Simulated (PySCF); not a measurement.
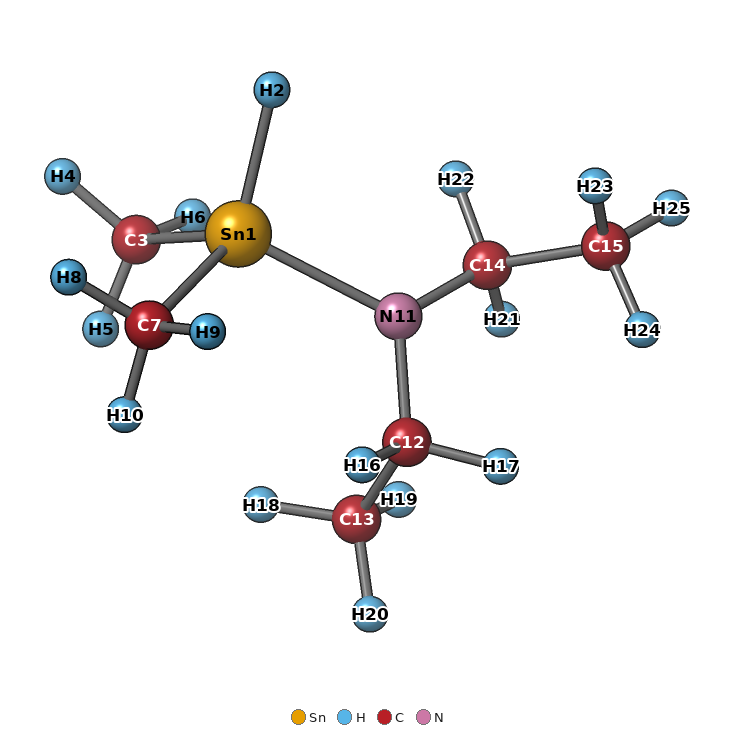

The atoms are numbered. The geometry was computed by an optimisation with PBE0-D3(BJ)/def2-SVP. No frequency run is at hand to confirm it as a minimum.

Give the bond lengths. Leave out bonds to hydrogen.

| bond | length (Å) |
| --- | --- |
| Sn1–C3 | 2.158 |
| Sn1–C7 | 2.147 |
| Sn1–N11 | 2.049 |
| N11–C12 | 1.444 |
| N11–C14 | 1.446 |
| C12–C13 | 1.527 |
| C14–C15 | 1.524 |
